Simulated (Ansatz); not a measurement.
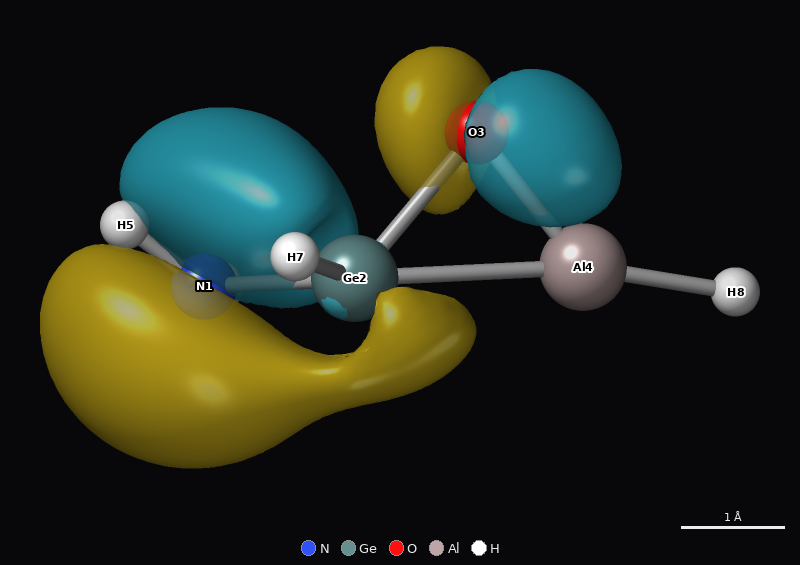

The picture shows: AlGeH₄NO (SMILES [NH2][GeH]1[O][AlH]1). The HOMO−1 at ±0.08 Å⁻³ᐟ² (yellow and cyan are the two phases), seen from one side.

Geometry: PBE0-D4/def2-TZVP.

These are results of Ansatz, RKS PBE0-D4/def2-TZVPP, not measurements.

```yaml
atoms:
  - { symbol: N, position_ang: [-1.0007, 1.3304, 0.5144] }
  - { symbol: Ge, position_ang: [0.2391, 0.0001, 0.6269] }
  - { symbol: O, position_ang: [1.1775, -0.3460, -0.9835] }
  - { symbol: Al, position_ang: [0.4315, -1.8569, -0.7691] }
  - { symbol: H, position_ang: [-0.6626, 2.2764, 0.6119] }
  - { symbol: H, position_ang: [-1.6821, 1.2712, -0.2261] }
  - { symbol: H, position_ang: [1.2379, 0.5119, 1.6854] }
  - { symbol: H, position_ang: [0.3517, -3.2441, -1.5156] }
```

Q: Describe this orbital and give its energy.

A: Its weight (Hirshfeld) is mainly on N1 (about 65 %), Ge2 (about 15 %) and O3 (about 10 %). Its energy is −7.58 eV.
